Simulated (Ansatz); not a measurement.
Geometry relaxation of Al$_{2}$BH$_{4}$Cl$_{3}$O$_{5}$ (part 1 of 3)

- system: Al$_{2}$BH$_{4}$Cl$_{3}$O$_{5}$
- method: RKS PBE0-D4/def2-TZVP (Ansatz 0.2.0)

The geometry is a transition state displaced along its imaginary mode. The reaction was set up to form B1–O6 and Cl2–H5 and to break B1–Cl2 and H5–O6 (atoms counted from 1 in the order of the input); sticks are drawn by distance alone. Figures and captions count atoms from 1; the log counts them from 0 in places.

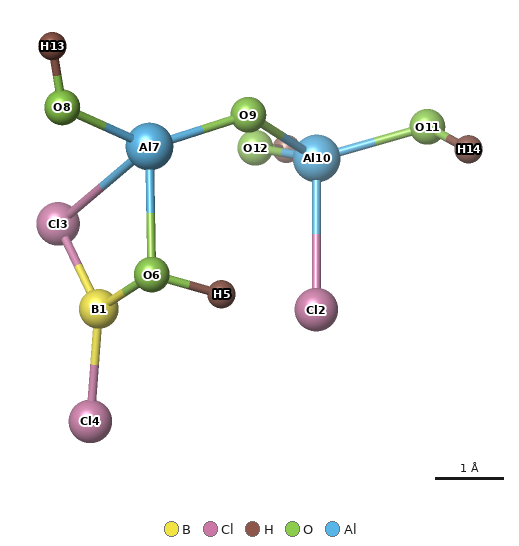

Fig. 1: The input geometry (ball-and-stick view, seen at a tilt; atoms are numbered from 1 in the order of the input). Sticks mark near contacts.

**The input**
```yaml
crystal:
  periodic: [false, false, false]
  atoms:
    - {symbol: B, position_ang: [-1.801745, 1.516003, 0.260206]}
    - {symbol: Cl, position_ang: [-0.635616, -1.033250, 1.892590]}
    - {symbol: Cl, position_ang: [-1.707590, 1.096392, -1.439555]}
    - {symbol: Cl, position_ang: [-3.242024, 1.546352, 1.167589]}
    - {symbol: H, position_ang: [-0.434262, 0.758957, 1.519043]}
    - {symbol: O, position_ang: [-0.522927, 1.641183, 0.866465]}
    - {symbol: Al, position_ang: [0.729631, 1.334046, -0.542672]}
    - {symbol: O, position_ang: [1.089708, 2.821081, -1.222667]}
    - {symbol: O, position_ang: [1.397955, -0.137815, -0.310138]}
    - {symbol: Al, position_ang: [0.663474, -1.683640, 0.075042]}
    - {symbol: O, position_ang: [1.660879, -2.952679, 0.635426]}
    - {symbol: O, position_ang: [-0.388412, -2.050238, -1.238967]}
    - {symbol: H, position_ang: [1.806848, 2.989657, -1.815321]}
    - {symbol: H, position_ang: [2.042624, -2.887385, 1.529376]}
    - {symbol: H, position_ang: [-0.658544, -2.958765, -1.376315]}
basis:
  gaussian: {orbitals: def2-TZVP}
hamiltonian: {xc: pbe0, dispersion: d4}
relax: {f_tol: 0.005, max_steps: 200}
```

Run as:
```bash
ansatz run in.yaml --threads 4 --pin off --events-out ev --progress --plain --max-ram 66560MiB --backend cuda --devices 0, --max-vram 37GiB
```

**What the program printed**
```
Functional definition: PBE0
  name "PBE0"
  cite "Adamo & Barone, J. Chem. Phys. 110, 6158 (1999) doi:10.1063/1.478522"
  cite "Perdew, Burke & Ernzerhof, Phys. Rev. Lett. 77, 3865 (1996) doi:10.1103/PhysRevLett.77.3865"
  parent pbe
  parameter a = 0.25
  parameter kappa = 0.804
  parameter beta = 0.06672455060314922
  exchange = (1 - a)*pbe_x(kappa = kappa, mu = beta*pi^2/3) + a*exact_x
  correlation = pbe_c(beta = beta)
2462 factors; their error is unknown
mean field evaluation 1: about -61704.0479 eV, gradient 1.2e2 eV
mean field evaluation 2: about -61595.0604 eV, gradient 2.3e2 eV
mean field evaluation 4: about -61727.1844 eV, gradient 1.6e1 eV
mean field evaluation 8: about -61727.7094 eV, gradient 2.1e-1 eV
mean field evaluation 16: about -61727.8714 eV, gradient 5.5e-3 eV
mean field -61727.87140962 eV, -2268.4574336496 hartree, gradient 5.3e-5 eV, S^2 0.000000; 0 other end points of the search recorded, 0 dependent functions left out
the calculation of the forces begins
reference -61727.87145474 eV, -2268.4574353076 hartree; 63, 63 occupied and 332, 332 virtual orbitals, 2462 factors
relax step   1: F+E_penalty+E_count = -61728.41901899 eV  Δ(F+E_penalty+E_count) = +0.000e0 eV  max|allowed force component| = 1.030e0 eV/Å  Δτ_max = 0.0000 Å  (32 SCF iters, accepted)
these checks for a lower state are left out or cut short: starts, cluster_reference, orbital_swaps, neighbouring_geometries, increment
2462 factors; their error is unknown
mean field -61727.86131649 eV, -2268.4570627337 hartree, gradient 1.8e-5 eV, S^2 0.000000; 0 other end points of the search recorded, 0 dependent functions left out
[... from here on the field's lines of each further geometry are left out, up to the last ...]
relax step   2: F+E_penalty+E_count = -61728.40354842 eV  Δ(F+E_penalty+E_count) = +1.547e-2 eV  max|allowed force component| = 1.544e0 eV/Å  Δτ_max = 0.1920 Å  (37 SCF iters, rejected (line search))
relax step   3: F+E_penalty+E_count = -61728.51568821 eV  Δ(F+E_penalty+E_count) = -9.667e-2 eV  max|allowed force component| = 4.686e-1 eV/Å  Δτ_max = 0.0916 Å  (31 SCF iters, accepted)
relax step   4: F+E_penalty+E_count = -61728.56721485 eV  Δ(F+E_penalty+E_count) = -5.153e-2 eV  max|allowed force component| = 3.903e-1 eV/Å  Δτ_max = 0.1000 Å  (31 SCF iters, accepted)
relax step   5: F+E_penalty+E_count = -61728.64082759 eV  Δ(F+E_penalty+E_count) = -7.361e-2 eV  max|allowed force component| = 3.897e-1 eV/Å  Δτ_max = 0.1484 Å  (32 SCF iters, accepted)
relax step   6: F+E_penalty+E_count = -61728.72102807 eV  Δ(F+E_penalty+E_count) = -8.020e-2 eV  max|allowed force component| = 3.474e-1 eV/Å  Δτ_max = 0.1999 Å  (31 SCF iters, accepted)
relax step   7: F+E_penalty+E_count = -61728.78807928 eV  Δ(F+E_penalty+E_count) = -6.705e-2 eV  max|allowed force component| = 2.892e-1 eV/Å  Δτ_max = 0.1954 Å  (31 SCF iters, accepted)
relax step   8: F+E_penalty+E_count = -61728.84084104 eV  Δ(F+E_penalty+E_count) = -5.276e-2 eV  max|allowed force component| = 2.272e-1 eV/Å  Δτ_max = 0.1955 Å  (33 SCF iters, accepted)
relax step   9: F+E_penalty+E_count = -61728.88044872 eV  Δ(F+E_penalty+E_count) = -3.961e-2 eV  max|allowed force component| = 9.033e-1 eV/Å  Δτ_max = 0.1969 Å  (32 SCF iters, accepted)
relax step  10: F+E_penalty+E_count = -61728.88009115 eV  Δ(F+E_penalty+E_count) = +3.576e-4 eV  max|allowed force component| = 1.594e0 eV/Å  Δτ_max = 0.1949 Å  (31 SCF iters, rejected (line search))
relax step  11: F+E_penalty+E_count = -61728.92875438 eV  Δ(F+E_penalty+E_count) = -4.831e-2 eV  max|allowed force component| = 2.097e-1 eV/Å  Δτ_max = 0.0945 Å  (31 SCF iters, accepted)
relax step  12: F+E_penalty+E_count = -61728.95452188 eV  Δ(F+E_penalty+E_count) = -2.577e-2 eV  max|allowed force component| = 1.714e-1 eV/Å  Δτ_max = 0.1000 Å  (31 SCF iters, accepted)
relax step  13: F+E_penalty+E_count = -61728.98244911 eV  Δ(F+E_penalty+E_count) = -2.793e-2 eV  max|allowed force component| = 4.643e-1 eV/Å  Δτ_max = 0.1475 Å  (32 SCF iters, accepted)
relax step  14: F+E_penalty+E_count = -61729.00035895 eV  Δ(F+E_penalty+E_count) = -1.791e-2 eV  max|allowed force component| = 2.179e-1 eV/Å  Δτ_max = 0.1994 Å  (32 SCF iters, accepted)
relax step  15: F+E_penalty+E_count = -61728.98471061 eV  Δ(F+E_penalty+E_count) = +1.565e-2 eV  max|allowed force component| = 3.716e-1 eV/Å  Δτ_max = 0.1998 Å  (38 SCF iters, rejected (line search))
relax step  16: F+E_penalty+E_count = -61729.00518033 eV  Δ(F+E_penalty+E_count) = -4.821e-3 eV  max|allowed force component| = 1.298e-1 eV/Å  Δτ_max = 0.0759 Å  (31 SCF iters, accepted)
relax step  17: F+E_penalty+E_count = -61729.00883608 eV  Δ(F+E_penalty+E_count) = -3.656e-3 eV  max|allowed force component| = 3.563e-1 eV/Å  Δτ_max = 0.0927 Å  (31 SCF iters, accepted)
relax step  18: F+E_penalty+E_count = -61729.00876755 eV  Δ(F+E_penalty+E_count) = +6.853e-5 eV  max|allowed force component| = 5.267e-1 eV/Å  Δτ_max = 0.0432 Å  (33 SCF iters, rejected (line search))
relax step  19: F+E_penalty+E_count = -61729.01267530 eV  Δ(F+E_penalty+E_count) = -3.839e-3 eV  max|allowed force component| = 9.267e-2 eV/Å  Δτ_max = 0.0216 Å  (32 SCF iters, accepted)
relax step  20: F+E_penalty+E_count = -61729.01326286 eV  Δ(F+E_penalty+E_count) = -5.876e-4 eV  max|allowed force component| = 4.029e-2 eV/Å  Δτ_max = 0.0230 Å  (33 SCF iters, accepted)
relax step  21: F+E_penalty+E_count = -61729.01344361 eV  Δ(F+E_penalty+E_count) = -1.808e-4 eV  max|allowed force component| = 2.760e-2 eV/Å  Δτ_max = 0.0122 Å  (33 SCF iters, accepted)
relax step  22: F+E_penalty+E_count = -61729.01361794 eV  Δ(F+E_penalty+E_count) = -1.743e-4 eV  max|allowed force component| = 2.018e-2 eV/Å  Δτ_max = 0.0195 Å  (33 SCF iters, accepted)
relax step  23: F+E_penalty+E_count = -61729.01372190 eV  Δ(F+E_penalty+E_count) = -1.040e-4 eV  max|allowed force component| = 2.502e-2 eV/Å  Δτ_max = 0.0191 Å  (32 SCF iters, accepted)
relax step  24: F+E_penalty+E_count = -61729.01383023 eV  Δ(F+E_penalty+E_count) = -1.083e-4 eV  max|allowed force component| = 1.769e-2 eV/Å  Δτ_max = 0.0119 Å  (33 SCF iters, accepted)
relax step  25: F+E_penalty+E_count = -61729.01389336 eV  Δ(F+E_penalty+E_count) = -6.313e-5 eV  max|allowed force component| = 9.796e-3 eV/Å  Δτ_max = 0.0113 Å  (33 SCF iters, accepted)
relax step  26: F+E_penalty+E_count = -61729.01391931 eV  Δ(F+E_penalty+E_count) = -2.594e-5 eV  max|allowed force component| = 1.127e-2 eV/Å  Δτ_max = 0.0067 Å  (34 SCF iters, accepted)
relax step  27: F+E_penalty+E_count = -61729.01393451 eV  Δ(F+E_penalty+E_count) = -1.520e-5 eV  max|allowed force component| = 1.062e-2 eV/Å  Δτ_max = 0.0056 Å  (34 SCF iters, accepted)
the calculation of the forces begins
reference -61728.45499316 eV, -2268.4788799489 hartree; 63, 63 occupied and 332, 332 virtual orbitals, 2462 factors
relax step  28: F+E_penalty+E_count = -61729.01394267 eV  Δ(F+E_penalty+E_count) = -8.154e-6 eV  max|allowed force component| = 4.465e-3 eV/Å  Δτ_max = 0.0018 Å  (25 SCF iters, accepted)
2462 factors; their error is unknown
mean field evaluation 224: about -61728.4549 eV, gradient 3.2e-1 eV
```

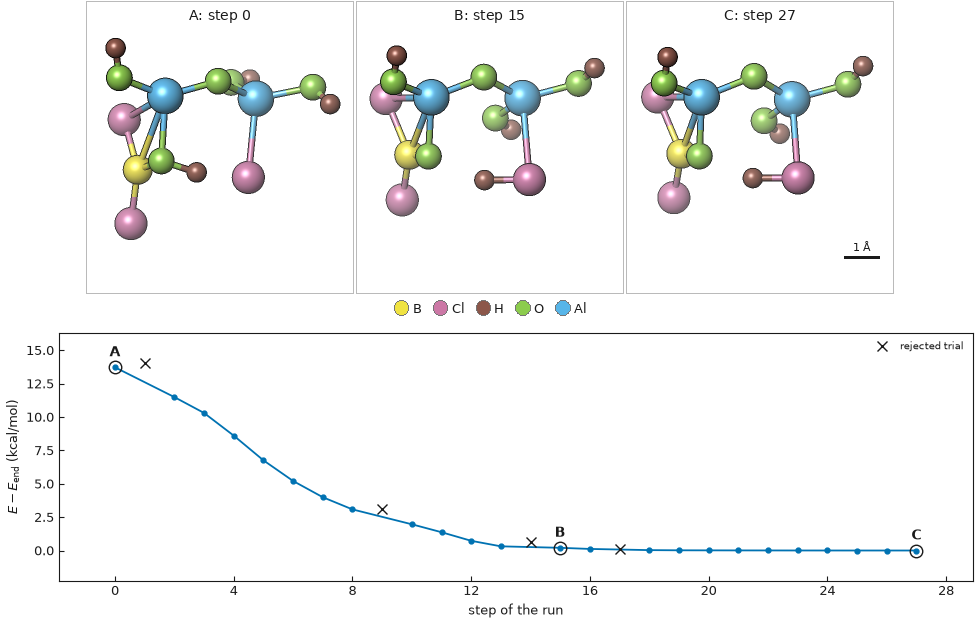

Fig. 2: Frames of the relaxation (ball-and-stick view, seen at a tilt) above the curves, on which the letters mark them (the first geometry is step 0 here and step 1 in the log).

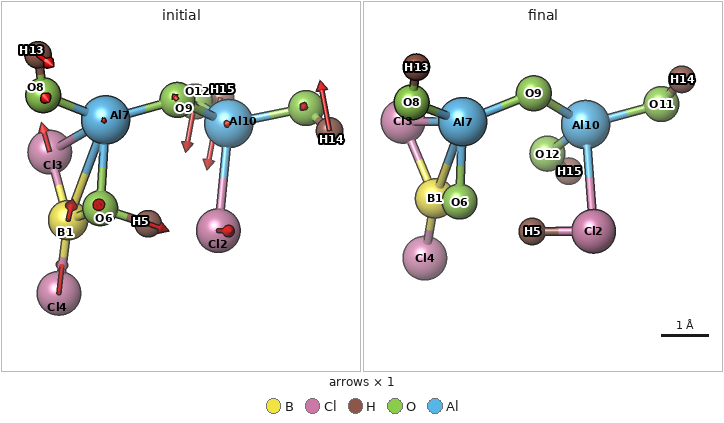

Fig. 3: Before (left) and after (right) the relaxation, at one scale (ball-and-stick view, seen at a tilt). The red arrows give the displacements, at true length. The atom that moves furthest after the best rigid fit is H15 (1.64 Å). By element the largest moves are H 1.64 Å, Cl 1.27 Å, O 1.17 Å, B 0.68 Å, Al 0.17 Å. Among the contacts that change: H5–O6 1.101 → 1.703 Å, Cl2–H5 1.842 → 1.328 Å, Cl2–Al10 2.327 → 2.570 Å, B1–Al7 2.662 → 2.493 Å. New bonds form: Cl2–H5 (1.84 → 1.33 Å). Bonds break: H5–O6 (1.10 → 1.70 Å). Among the angles that change: B1–Al7–O8 105.4° → 121.1°, Cl2–Al10–O12 108.3° → 93.3°, O8–Al7–O9 140.4° → 129.2°. After 27 geometry steps the energy has fallen by 13.7 kcal/mol. Largest force component: 1 eV/Å at the start, 0.0045 eV/Å at the end. The line search rejected the trial steps at points 1, 9, 14, 17 (counted from 0) and went back. (Atoms are counted from 1 in the order of the input.)

```
mean field -61728.45494791 eV, -2268.4788782863 hartree, gradient 1.0e-5 eV, S^2 0.000000; 1 other end points of the search recorded, 0 dependent functions left out
the calculation of the forces begins
reference -61728.45499316 eV, -2268.4788799489 hartree; 63, 63 occupied and 332, 332 virtual orbitals, 2462 factors
Total energy: -61729.01398791 eV, -2268.4994226272 hartree
Atom 0 at    -1.825561     1.069698    -0.267881 Å, force     0.001027     0.001416    -0.000099 eV/Å
Atom 1 at     0.181012    -0.666680     2.454891 Å, force    -0.000218     0.000491     0.000529 eV/Å
Atom 2 at    -1.364219     1.173592    -2.038846 Å, force    -0.000984     0.000589     0.002864 eV/Å
Atom 3 at    -3.469911     0.755064     0.171030 Å, force     0.001059    -0.000025    -0.001039 eV/Å
Atom 4 at    -0.435993     0.321977     1.818226 Å, force     0.000536    -0.000347     0.000036 eV/Å
Atom 5 at    -0.813059     1.370669     0.530970 Å, force    -0.001080    -0.001755    -0.002446 eV/Å
Atom 6 at     0.627607     1.404419    -0.563366 Å, force     0.000704    -0.000181     0.001520 eV/Å
Atom 7 at     1.264258     2.929542    -0.877187 Å, force    -0.003179    -0.000612    -0.000922 eV/Å
Atom 8 at     1.411298    -0.075266    -0.482565 Å, force    -0.001039     0.000213    -0.000094 eV/Å
Atom 9 at     0.699283    -1.517233     0.085914 Å, force     0.000529    -0.002320     0.000715 eV/Å
Atom 10 at     1.544338    -2.946069     0.419903 Å, force    -0.003137     0.004465    -0.001420 eV/Å
Atom 11 at    -0.955908    -1.579359    -0.362660 Å, force     0.002608     0.003670    -0.001360 eV/Å
Atom 12 at     2.153532     3.077463    -1.191330 Å, force     0.002683     0.000739    -0.000251 eV/Å
Atom 13 at     2.496422    -2.986399     0.474358 Å, force     0.004049    -0.002648     0.001021 eV/Å
Atom 14 at    -1.513099    -2.331517    -0.171355 Å, force    -0.003556    -0.003696     0.000947 eV/Å
Dipole moment:     0.103748     0.099870    -0.044622 e Å
```

**Trajectory as extended XYZ (Å, eV, eV/Å), 28 frames, from step=1 to step=28**
```
15
Properties=species:S:1:pos:R:3:forces:R:3 step=1 energy=-61728.41902
B    -1.8017    1.5160    0.2602    1.0300  -0.3290   0.7280
Cl   -0.6356   -1.0333    1.8926    0.1429   0.4193  -0.0042
Cl   -1.7076    1.0964   -1.4396   -0.0225   0.1722  -0.2045
Cl   -3.2420    1.5464    1.1676   -0.1674   0.1851  -0.0377
H    -0.4343    0.7590    1.5190   -0.2378   0.3069  -0.4559
O    -0.5229    1.6412    0.8665   -0.6148  -0.8417  -0.3170
Al    0.7296    1.3340   -0.5427   -0.2703   0.2498   0.2989
O     1.0897    2.8211   -1.2227   -0.3543  -0.0996   0.3107
O     1.3980   -0.1378   -0.3101   -0.0348  -0.2649   0.0712
Al    0.6635   -1.6836    0.0750    0.1868   0.0869  -0.2174
O     1.6609   -2.9527    0.6354    0.3501   0.0869   0.9494
O    -0.3884   -2.0502   -1.2390   -0.0756  -0.0926   0.0811
H     1.8068    2.9897   -1.8153    0.4073   0.1254  -0.3401
H     2.0426   -2.8874    1.5294   -0.3457  -0.1185  -0.8925
H    -0.6585   -2.9588   -1.3763    0.0061   0.1138   0.0300
15
Properties=species:S:1:pos:R:3:forces:R:3 step=2 energy=-61728.40355 accepted=F
B    -1.8112    1.3545    0.2572    0.0038   1.5443  -0.0133
Cl   -0.5450   -1.0073    1.9203   -0.0041   0.0748   0.1782
Cl   -1.7127    1.2351   -1.5184    0.0162  -0.3596   0.4800
Cl   -3.3018    1.7049    1.0774    0.5261  -0.5420  -0.2471
H    -0.4382    0.7128    1.5145   -0.0045  -0.0004  -0.0611
O    -0.5569    1.5651    0.8553   -0.4923  -0.9147  -0.4040
Al    0.7226    1.3228   -0.5308   -0.2451   0.3018   0.1140
O     1.0665    2.8237   -1.1908    0.0403  -0.0285   0.0588
O     1.4160   -0.1425   -0.3152   -0.0061  -0.2328   0.0040
Al    0.7063   -1.6937    0.0784    0.0783   0.0501  -0.2660
O     1.7004   -2.9743    0.6195    0.0361   0.1150   0.2708
O    -0.4229   -2.0459   -1.1772    0.0452  -0.0042   0.1354
H     1.7921    3.0129   -1.7798    0.0738   0.0333  -0.0332
H     2.0963   -2.9191    1.4922   -0.0516  -0.0794  -0.2329
H    -0.7115   -2.9491   -1.3025   -0.0161   0.0423   0.0165
```
